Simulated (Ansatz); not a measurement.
# A computed series for HfC: response to strain

The parent structure is HfC in the rock salt structure (space group Fm-3m, No. 225; relaxed with 0.1 eV smearing).

```yaml
crystal:
  lattice:
    - [0.00000, 2.30353, 2.30353]
    - [2.30353, 0.00000, 2.30353]
    - [2.30353, 2.30353, 0.00000]
  atoms:
    - { symbol: Hf, position: [0.00000, 0.00000, 0.00000] }
    - { symbol: C, position: [0.50000, 0.50000, 0.50000] }
```

Cartesian axes are those of the cell as printed.

Strains are applied to the cell and any free atomic positions relax.

Method: PBEsol in Ansatz (plane waves to 420 eV, PAW, no spin-orbit coupling).

Notes on the quantities. pressure: mean of the normal stresses, compression positive.

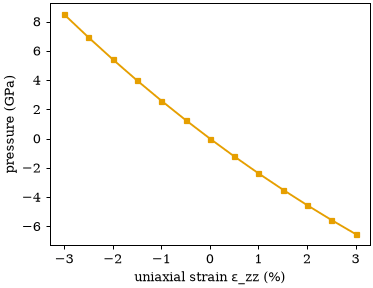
Figure: Pressure against uniaxial strain ε_zz

```tsv
uniaxial strain ε_zz (%)	pressure
-3	8.5 GPa
-2.5	6.9 GPa
-2	5.4 GPa
-1.5	4.0 GPa
-1	2.6 GPa
-0.5	1.3 GPa
0.5	-1.2 GPa
1	-2.4 GPa
1.5	-3.5 GPa
2	-4.5 GPa
2.5	-5.6 GPa
3	-6.5 GPa
```

Whether these cells are dynamically stable was not tested. The final runs are not spin-polarised.

Ansatz is a first-principles code.
